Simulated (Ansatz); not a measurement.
# Geometry relaxation, with input and output: CH₆N₂O₂Si (part 2 of 2)

CH₆N₂O₂Si; RKS PBE-D4/def2-SVP (Ansatz 0.2.0). It belongs to a series of runs on one base structure; here: end point A relaxed.

Geometry of the input (Å):
```
N  -1.2290  -1.4265  0.7795
Si 0.0219  -0.4590  1.3827
N  1.0449  -0.4775  0.1620
C  0.7804  0.5390  -0.6904
O  -0.4268  0.3033  -1.5490
O  0.9764  1.8954  -0.3194
H  -0.8174  -2.0942  0.1939
H  -1.6953  -0.7424  0.0941
H  -0.4989  0.8311  1.9572
H  2.0219  -0.2828  0.5278
H  -0.3585  -0.5793  -1.8919
H  0.2574  2.4377  -0.6127
```

## Trajectory as extended XYZ, continued
```
12
Properties=species:S:1:pos:R:3:forces:R:3 step=8 energy=-16064.98752
N    -1.1816   -1.5070    0.3203   -2.9330   0.1575  -0.9468
Si    0.0053   -0.8609    1.5425    0.4541   0.1863   0.2330
N     1.4094   -0.2005    0.0937   -0.2215   0.2584   0.1759
C     0.8135    0.7660   -0.5683   -0.4557  -0.2394  -0.2977
O    -0.2876    0.5344   -1.2672    0.1566  -0.2780   0.2508
O     1.2327    2.0333   -0.5968    0.1682  -0.0216  -0.0594
H    -1.3216   -2.5544    0.2580    0.3871   1.1529   0.0148
H    -2.2137   -1.0853    0.2816    2.5459  -0.9287   0.2903
H    -0.6323    0.5764    1.5132    0.0136  -0.2276   0.0792
H     2.3006    0.0883    0.5157   -0.0934   0.0447   0.1225
H    -0.6230   -0.4024   -0.9518   -0.1278   0.0308   0.1125
H     0.5754    2.5570   -1.1071    0.1058  -0.1352   0.0248
12
Properties=species:S:1:pos:R:3:forces:R:3 step=9 energy=-16065.28312
N    -1.1701   -1.4406    0.2485   -1.8532   0.2430  -0.2976
Si    0.0376   -0.8810    1.5626    0.1091   0.0380  -0.1029
N     1.3546   -0.1899    0.1548    0.1875   0.1328   0.3098
C     0.7890    0.7472   -0.5714   -0.7573   0.0256  -0.6551
O    -0.3005    0.5088   -1.2767    0.5596   0.4343   0.2201
O     1.2547    1.9992   -0.6552    0.1981  -0.1965   0.0702
H    -1.2395   -2.4732    0.1010    0.1604   0.6576   0.0450
H    -2.1900   -1.1027    0.3963    1.8255  -0.5809  -0.1166
H    -0.6244    0.5350    1.5830   -0.0677  -0.0959   0.1581
H     2.2390    0.1142    0.5823   -0.0848   0.0207   0.0357
H    -0.6901   -0.3936   -0.9042   -0.3180  -0.5659   0.3869
H     0.6166    2.5213   -1.1871    0.0406  -0.1127  -0.0536
12
Properties=species:S:1:pos:R:3:forces:R:3 step=10 energy=-16065.54350
N    -1.1557   -1.3724    0.1665   -0.6160   0.1848   0.1599
Si    0.0555   -0.9184    1.5611    0.1190  -0.1378   0.0608
N     1.3140   -0.1601    0.2182    0.1049   0.3851   0.1310
C     0.7670    0.7332   -0.5918   -0.5244   0.0694  -0.2912
O    -0.3284    0.4969   -1.2480    0.6428   1.0063  -0.2683
O     1.3017    1.9526   -0.7545    0.2330  -0.2072   0.1052
H    -1.1717   -2.3812   -0.0502    0.0243   0.1613  -0.0908
H    -2.1215   -1.1093    0.4584    0.4335  -0.2429  -0.1484
H    -0.6872    0.4476    1.7458    0.0422  -0.0547  -0.0161
H     2.1944    0.1718    0.6332   -0.0716  -0.0306  -0.0077
H    -0.7725   -0.3895   -0.7991   -0.4019  -1.0360   0.4745
H     0.6813    2.4736   -1.3059    0.0141  -0.0978  -0.1090
12
Properties=species:S:1:pos:R:3:forces:R:3 step=11 energy=-16065.75520
N    -1.1835   -1.3502    0.1370    0.0513   0.1190   0.1752
Si    0.0828   -0.9984    1.5811    0.0305   0.2352  -0.3121
N     1.2678   -0.0835    0.2901   -0.0523   0.3987   0.0756
C     0.7392    0.7712   -0.5862    0.0333  -0.1094  -0.2142
O    -0.3453    0.5399   -1.2209    0.1119   0.6658  -0.1660
O     1.3730    1.9316   -0.8493    0.0612  -0.0769   0.0983
H    -1.1462   -2.3314   -0.1867   -0.0467   0.2514  -0.0711
H    -2.1301   -1.1798    0.5156    0.1090  -0.1072  -0.1788
H    -0.6795    0.3501    1.8288   -0.0131  -0.1738   0.1359
H     2.1539    0.2560    0.6834   -0.0459  -0.0624  -0.0010
H    -0.8513   -0.4035   -0.6986   -0.3498  -0.9111   0.4280
H     0.7962    2.4429   -1.4606    0.1108  -0.2292   0.0302
12
Properties=species:S:1:pos:R:3:forces:R:3 step=12 energy=-16065.97613
N    -1.1919   -1.3346    0.1234   -0.3348  -0.3119   0.2057
Si    0.1180   -1.0052    1.5432    0.0997   0.0502   0.4285
N     1.2105   -0.0024    0.3458    0.1171   0.4930  -0.3380
C     0.7290    0.8029   -0.6160   -0.5447   0.2031   0.0692
O    -0.3798    0.6158   -1.1987    0.5235   0.5421  -0.1520
O     1.4520    1.9072   -0.9326    0.7617  -0.9110   0.8936
H    -1.0957   -2.2768   -0.3084   -0.0990   0.5141   0.1191
H    -2.1378   -1.2621    0.5556    0.4441  -0.0498  -0.4213
H    -0.7293    0.2531    1.9796    0.0641  -0.2478  -0.1126
H     2.1166    0.3147    0.7084   -0.0170  -0.1332   0.0056
H    -0.9539   -0.4593   -0.5875   -0.3947  -0.6140   0.1360
H     0.9393    2.3916   -1.5790   -0.6199   0.4652  -0.8338
12
Properties=species:S:1:pos:R:3:forces:R:3 step=13 energy=-16065.92314 accepted=F
N    -1.2023   -1.3344    0.1223   -0.3910  -1.8594   1.5423
Si    0.1622   -1.0188    1.5701   -0.1677   0.3161   0.1168
N     1.1642    0.0684    0.3940    0.2019   0.3382  -0.0601
C     0.7123    0.8614   -0.6042   -0.4120   0.1015  -0.2424
O    -0.3899    0.7138   -1.1829    0.3459   0.4297  -0.0067
O     1.5516    1.8675   -0.9808   -1.3650   1.3288  -1.9949
H    -1.0646   -2.2195   -0.3931   -0.0746   0.1966   0.0920
H    -2.1435   -1.3417    0.5612    0.3510   0.0369  -0.3457
H    -0.7896    0.1482    2.0811    0.2031  -0.3192  -0.1610
H     2.1045    0.3316    0.7123   -0.0631  -0.1386  -0.0203
H    -1.0583   -0.5281   -0.4948   -0.0562   1.2792  -1.1535
H     1.0303    2.3964   -1.7513    1.4278  -1.7096   2.2335
12
Properties=species:S:1:pos:R:3:forces:R:3 step=14 energy=-16066.12244
N    -1.1987   -1.3522    0.1426    0.3582   0.2884   0.0181
Si    0.1481   -1.0063    1.5779    0.0005   0.2703  -0.0834
N     1.1814    0.0458    0.3599    0.0220   0.1693   0.1994
C     0.7089    0.8595   -0.6017   -0.2571  -0.1919  -0.3272
O    -0.3855    0.6975   -1.1985    0.0742   0.2781   0.1258
O     1.5128    1.8882   -0.9656    0.1262   0.0446   0.1293
H    -1.0838   -2.2518   -0.3298    0.0314  -0.1914  -0.1661
H    -2.1373   -1.3202    0.5475   -0.2416   0.0521  -0.0082
H    -0.7709    0.1917    2.0093    0.0861  -0.1702  -0.0167
H     2.1156    0.3133    0.6890   -0.0317  -0.0811  -0.0242
H    -1.0237   -0.5054   -0.5515   -0.2030  -0.3559   0.1787
H     1.0102    2.3847   -1.6452    0.0347  -0.1122  -0.0255
12
Properties=species:S:1:pos:R:3:forces:R:3 step=15 energy=-16066.17527
N    -1.1933   -1.3669    0.1471    0.1918   0.1200   0.0131
Si    0.1612   -0.9780    1.5888   -0.1296   0.1240  -0.0116
N     1.1528    0.0828    0.3847    0.0146   0.1670   0.0545
C     0.6852    0.8903   -0.5912    0.3458   0.0234  -0.1183
O    -0.4234    0.7761   -1.1506   -0.1650   0.2036   0.0060
O     1.5574    1.8614   -0.9966   -0.1434  -0.1441   0.1234
H    -1.0369   -2.2402   -0.3697    0.0296  -0.0596  -0.0517
H    -2.1400   -1.3939    0.5414   -0.0995   0.0172   0.0057
H    -0.8010    0.1779    2.0253    0.0636  -0.1365  -0.0260
H     2.1175    0.2911    0.6632   -0.0425  -0.0391  -0.0566
H    -1.0831   -0.5131   -0.5142   -0.0934  -0.2015   0.0786
H     1.0806    2.3573   -1.6944    0.0280  -0.0745  -0.0170
12
Properties=species:S:1:pos:R:3:forces:R:3 step=16 energy=-16066.20643
N    -1.1810   -1.3824    0.1540   -0.0224  -0.0703  -0.0570
Si    0.1425   -0.9506    1.5987    0.0900   0.1743   0.0185
N     1.1357    0.1222    0.4038   -0.0516  -0.0119   0.1268
C     0.6758    0.9356   -0.5736   -0.0521  -0.0165  -0.0182
O    -0.4693    0.8923   -1.0686    0.1186   0.0769   0.0595
O     1.5978    1.8337   -1.0263   -0.0683  -0.0862  -0.0158
H    -0.9720   -2.2276   -0.3941    0.0225   0.0132  -0.0208
H    -2.1268   -1.4830    0.5439   -0.0284  -0.0004   0.0078
H    -0.8679    0.1620    2.0163    0.0878  -0.0553  -0.0268
H     2.1330    0.2477    0.6093   -0.1000  -0.0393  -0.0214
H    -1.1466   -0.5206   -0.4744    0.0279   0.0424  -0.0629
H     1.1558    2.3156   -1.7552   -0.0241  -0.0270   0.0102
12
Properties=species:S:1:pos:R:3:forces:R:3 step=17 energy=-16066.20999
N    -1.1729   -1.3796    0.1483   -0.0011  -0.0246  -0.0097
Si    0.1462   -0.9414    1.6049    0.0149   0.1029  -0.0117
N     1.1313    0.1334    0.4151    0.0407  -0.1740   0.2844
C     0.6751    0.9393   -0.5630    0.0274   0.0132  -0.0118
O    -0.4728    0.9087   -1.0477   -0.0386   0.0697  -0.0046
O     1.6027    1.8174   -1.0362   -0.0701  -0.0822  -0.0058
H    -0.9627   -2.2138   -0.4141    0.0447  -0.0270  -0.0259
H    -2.1170   -1.4892    0.5386   -0.0505  -0.0036   0.0074
H    -0.8774    0.1615    2.0047    0.0750  -0.0297   0.0061
H     2.1328    0.2363    0.6076   -0.0692  -0.0066  -0.0294
H    -1.1425   -0.5075   -0.4666    0.0085   0.0243  -0.0585
H     1.1343    2.2798   -1.7577    0.0181   0.1377  -0.1405
12
Properties=species:S:1:pos:R:3:forces:R:3 step=18 energy=-16066.21335
N    -1.1662   -1.3852    0.1456   -0.0265   0.0029   0.0126
Si    0.1272   -0.9113    1.6260    0.0236   0.1339  -0.0765
N     1.1332    0.1341    0.4347   -0.0454  -0.1377   0.1556
C     0.6698    0.9521   -0.5356    0.1837  -0.0996   0.0168
O    -0.4932    0.9575   -0.9687   -0.3469   0.0890  -0.1119
O     1.6062    1.7829   -1.0674    0.1287   0.0043   0.0622
H    -0.9045   -2.1875   -0.4388    0.0581  -0.0836  -0.0405
H    -2.1068   -1.5597    0.5192   -0.0662  -0.0130   0.0334
H    -0.8859    0.2179    1.9507    0.0082  -0.0447   0.0733
H     2.1437    0.1741    0.5839    0.0410   0.0501  -0.0299
H    -1.1806   -0.5021   -0.4461    0.0684   0.0624  -0.0278
H     1.1341    2.2720   -1.7698   -0.0267   0.0360  -0.0672
12
Properties=species:S:1:pos:R:3:forces:R:3 step=19 energy=-16066.21490
N    -1.1517   -1.3808    0.1356   -0.1946   0.0317  -0.0273
Si    0.1151   -0.8936    1.6374    0.0476  -0.1274   0.0315
N     1.1127    0.1353    0.4423    0.0962   0.0338  -0.0102
C     0.6557    0.9524   -0.5341   -0.1190   0.0915   0.0108
O    -0.5231    0.9967   -0.9423    0.2079  -0.0023   0.0050
O     1.6140    1.7531   -1.0825   -0.2099   0.0568  -0.2068
H    -0.8573   -2.1767   -0.4529   -0.0183   0.1278   0.1190
H    -2.1000   -1.5796    0.4934    0.1427   0.0233  -0.0810
H    -0.8964    0.2192    2.0140   -0.0155  -0.0218  -0.0744
H     2.1304    0.1533    0.5656   -0.0851   0.0346  -0.0204
H    -1.1709   -0.4832   -0.4472    0.0162  -0.1131   0.0572
H     1.1483    2.2485   -1.7956    0.1317  -0.1349   0.1966
12
Properties=species:S:1:pos:R:3:forces:R:3 step=20 energy=-16066.22012
N    -1.1608   -1.3764    0.1416    0.0097  -0.0144  -0.0228
Si    0.1315   -0.9190    1.6262   -0.0300   0.0001   0.0149
N     1.1145    0.1400    0.4389   -0.0340   0.0606  -0.0058
C     0.6553    0.9556   -0.5383   -0.0701  -0.0320  -0.0520
O    -0.5153    0.9786   -0.9705    0.1711   0.0169   0.0577
O     1.6106    1.7664   -1.0762   -0.0141  -0.0987   0.0942
H    -0.8845   -2.1858   -0.4302   -0.0077   0.0077  -0.0068
H    -2.1108   -1.5449    0.4982    0.0056   0.0025   0.0014
H    -0.8906    0.1818    2.0130    0.0225  -0.0071   0.0028
H     2.1267    0.1898    0.5779    0.0164   0.0046  -0.0046
H    -1.1551   -0.4905   -0.4539   -0.0146  -0.0069   0.0084
H     1.1554    2.2492   -1.7928   -0.0548   0.0666  -0.0873
12
Properties=species:S:1:pos:R:3:forces:R:3 step=21 energy=-16066.22108
N    -1.1604   -1.3748    0.1373    0.0109   0.0102  -0.0031
Si    0.1324   -0.9250    1.6267    0.0147  -0.0039  -0.0040
N     1.1093    0.1598    0.4569    0.0251  -0.0246  -0.0196
C     0.6543    0.9565   -0.5363    0.1031   0.0676   0.0234
O    -0.5134    0.9859   -0.9654   -0.0793  -0.0238  -0.0182
O     1.6147    1.7516   -1.0895   -0.0291  -0.0240  -0.0016
H    -0.8828   -2.1754   -0.4459   -0.0066  -0.0010   0.0020
H    -2.1083   -1.5507    0.4960    0.0035  -0.0067  -0.0010
H    -0.8892    0.1658    2.0280   -0.0245   0.0107   0.0117
H     2.1245    0.1997    0.5831   -0.0171   0.0004   0.0065
H    -1.1620   -0.4838   -0.4486   -0.0057   0.0082  -0.0074
H     1.1579    2.2351   -1.8085    0.0049  -0.0131   0.0112
12
Properties=species:S:1:pos:R:3:forces:R:3 step=22 energy=-16066.22125
N    -1.1589   -1.3721    0.1353    0.0038  -0.0158   0.0137
Si    0.1336   -0.9244    1.6289   -0.0273   0.0253  -0.0249
N     1.1112    0.1593    0.4571   -0.0037  -0.0063   0.0080
C     0.6551    0.9582   -0.5343   -0.0165  -0.0270   0.0160
O    -0.5153    0.9861   -0.9603    0.0008   0.0135  -0.0070
O     1.6138    1.7480   -1.0925    0.0131   0.0168  -0.0136
H    -0.8803   -2.1711   -0.4497    0.0024  -0.0030   0.0041
H    -2.1065   -1.5522    0.4925   -0.0008  -0.0040   0.0063
H    -0.8938    0.1653    2.0352    0.0213  -0.0204  -0.0132
H     2.1259    0.2001    0.5842   -0.0026  -0.0008   0.0068
H    -1.1638   -0.4812   -0.4505    0.0098   0.0211   0.0047
H     1.1559    2.2289   -1.8121   -0.0004   0.0006  -0.0010
12
Properties=species:S:1:pos:R:3:forces:R:3 step=23 energy=-16066.22141
N    -1.1589   -1.3720    0.1360   -0.0043  -0.0030   0.0007
Si    0.1322   -0.9248    1.6271   -0.0039   0.0013  -0.0009
N     1.1108    0.1584    0.4568   -0.0004   0.0039  -0.0051
C     0.6553    0.9576   -0.5344    0.0022   0.0044   0.0026
O    -0.5152    0.9876   -0.9600   -0.0044  -0.0041   0.0004
O     1.6143    1.7476   -1.0936    0.0001  -0.0056   0.0019
H    -0.8785   -2.1691   -0.4508   -0.0005   0.0028   0.0004
H    -2.1059   -1.5551    0.4936    0.0044  -0.0014   0.0031
H    -0.8928    0.1646    2.0314    0.0004  -0.0005  -0.0002
H     2.1249    0.2003    0.5871    0.0012  -0.0013  -0.0003
H    -1.1648   -0.4781   -0.4462    0.0051   0.0026  -0.0042
H     1.1557    2.2278   -1.8132    0.0002   0.0008   0.0016
```

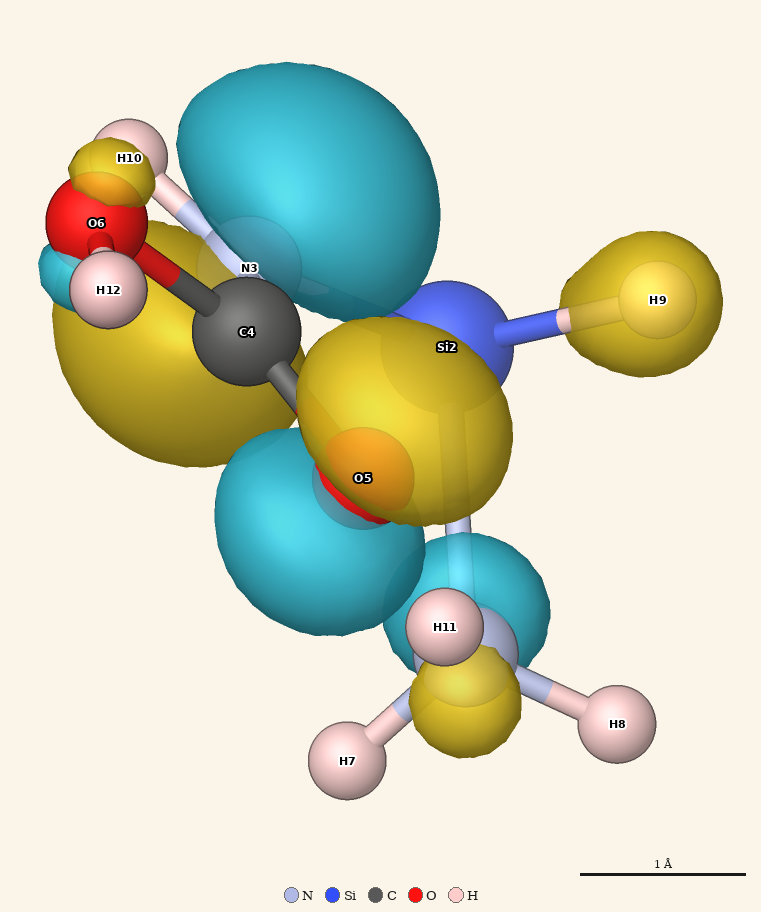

*The HOMO−1 at ±0.15 Å⁻³ᐟ² (yellow and cyan are the two phases), seen at an oblique angle.*

Its weight (Hirshfeld) is mainly on N3 (45 %), O5 (25 %) and Si2 (10 %). Its energy is −6.15 eV.

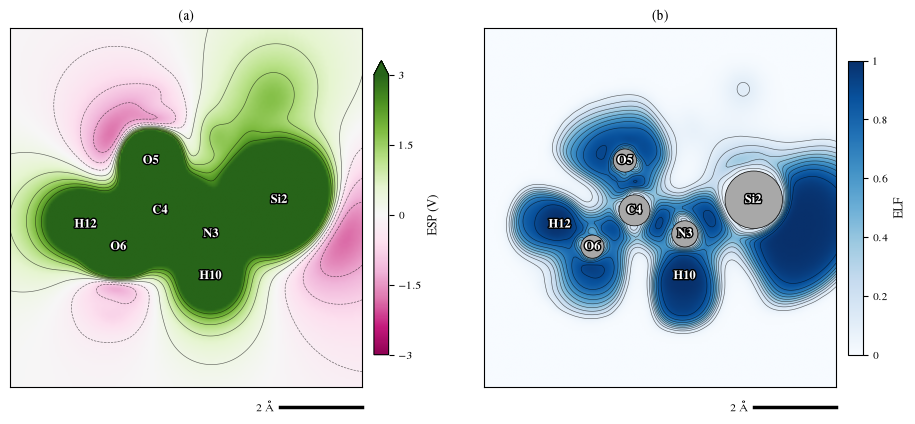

*(a) electrostatic potential; (b) ELF on the plane of atoms Si2, N3 and C4. Grey discs, where drawn, cover atomic cores.*

The plane passes through Si, N, C, O and H nuclei. C–O (1.25 Å): the ELF peaks at about 0.85 between the atoms (a double or triple bond). C–O (1.36 Å): the ELF peaks at about 0.90 between the atoms (a shared but strongly polarised pair).

## Summary

```csv
quantity,value
outcome,converged
total energy,−16066.2214 eV
mean-field energy,−16065.9375 eV
largest force (length of the vector) at the end,0.007 eV/Å
wall time,75 s (CPU time 2.4 min)
peak memory,0.18 GiB
```
